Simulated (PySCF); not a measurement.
# C7H5N2 (doublet): what the fields show

| atom | x (Å) | y (Å) | z (Å) |
| --- | --- | --- | --- |
| N | 3.5983 | -1.3245 | 0.2150 |
| C | 2.5901 | -0.7831 | 0.1339 |
| C | 1.3581 | -0.1035 | 0.0281 |
| C | 1.3648 | 1.2841 | -0.2097 |
| C | 0.1418 | 1.8706 | -0.3084 |
| C | -1.0584 | 1.2432 | -0.1964 |
| C | -1.0644 | -0.1427 | 0.0545 |
| N | -2.2488 | -0.8077 | 0.2530 |
| C | 0.1609 | -0.7995 | 0.1588 |
| H | 2.2950 | 1.8205 | -0.3037 |
| H | -1.9955 | 1.7721 | -0.2905 |
| H | -2.2368 | -1.8101 | 0.1625 |
| H | -3.0893 | -0.3564 | -0.0676 |
| H | 0.1834 | -1.8636 | 0.3482 |

Geometry: GFN2-xTB.

Computed with UKS B3LYP, pcH-1 on C H N, non-relativistic, mean-field spin-orbit, GIAO in PySCF.

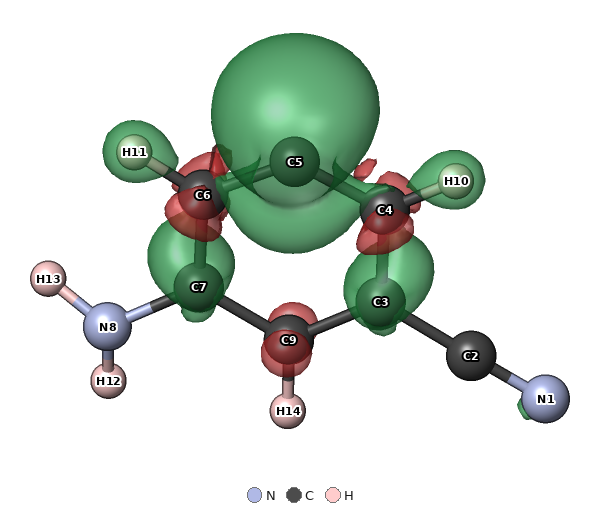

Figure 1. Isosurfaces of the spin density at +0.015 (green) and −0.015 e/Å³ (red), seen at a tilt.

Question: Which atoms carry the spin?

Answer: The unpaired spin (1 electron) lies mostly on C5 (about 0.8), in electrons by Hirshfeld's partition.

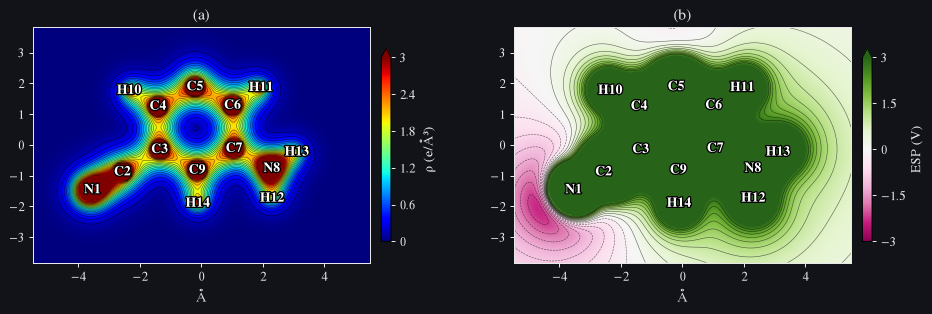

Figure 2. (a) electron density; (b) electrostatic potential on the plane of atoms C3, C9 and H14.

Question: Interpret the plot.

Answer:
- The section cuts through N, C and H sites.
- C–N (1.15 Å): the density is about 3.6 e/Å³ at the midpoint.
- C–C (1.36 Å): the density is about 2.2 e/Å³ at the midpoint.
- N–H (1.01 Å): ρ is about 2.9 e/Å³ halfway.
- C–C (1.41 Å): ρ at the midpoint is about 2 e/Å³.
- C–H (1.08 Å): ρ is about 2.1 e/Å³ halfway.
- Outside the dense part of the molecule the potential is most negative (−2.3 V) near N1.

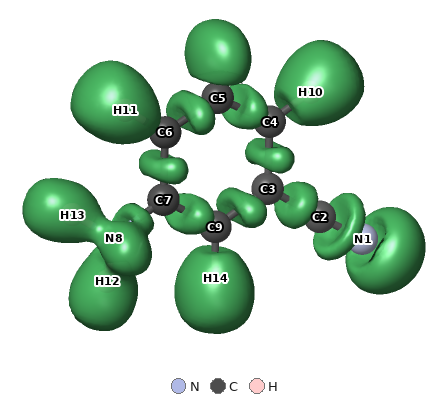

Figure 3. Isosurface of the electron localisation function at 0.8 (green), seen at a tilt. Core shells and regions of very low density are left out.

Question: Where are the electrons localised?

Answer: The surface consists of seven regions between bonded C–C atoms (shared pairs), one region between bonded C–N atoms (shared pairs), three regions around hydrogen nuclei, one lobe on C, pointing away from the bonds (non-bonding electrons), one lobe on N, pointing away from the bonds (non-bonding electrons) and one joined region spread over several atoms (H, N), in which their bonds and any lone pairs are merged. Profiles from the grid: C–N (1.15 Å): the ELF peaks at about 0.85 between the atoms (a multiple bond). C–C (1.36 Å): the ELF peaks at about 0.95 between the atoms, as expected for a covalent bond.
